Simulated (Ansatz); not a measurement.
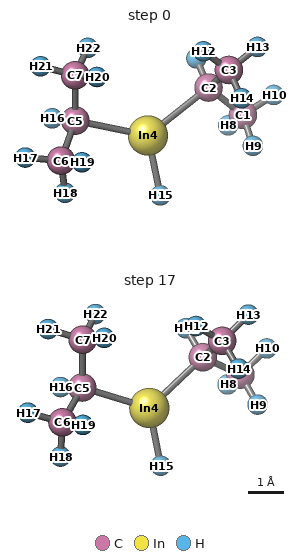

The structure of C$_{6}$H$_{15}$In before (top) and after (bottom) a relaxation, at one scale.

Style: ball-and-stick. Shown at a tilt.

The start comes from GFN2-xTB.

Computed with RKS PBE0-D4/def2-TZVP (Ansatz 0.2.0). (force threshold 0.005 eV/Å; at most 150 steps)

**Summarise the run.**

Over 16 accepted moves (17 points after the start) the energy falls by 4.94 kcal/mol. Largest force component: 0.89 eV/Å at the start, 0.0046 eV/Å at the end. The line search rejected the trial step at point 15 of the run. The forces were under the threshold at step 9, but the run went on from there. The largest moves after the best rigid fit, 0.40 Å, are those of H10 and H12. By element the largest moves are H 0.40 Å, C 0.28 Å, In 0.22 Å. Among the contacts that change: In4–C5 2.306 → 2.188 Å, C2–In4 2.303 → 2.188 Å, In4–H15 1.808 → 1.745 Å, C1–H10 1.093 → 1.099 Å. Bond angles that change, for instance: C2–In4–C5 131.2° → 120.8°, C1–C2–In4 106.8° → 112.9°, C2–In4–H15 114.2° → 119.6°.
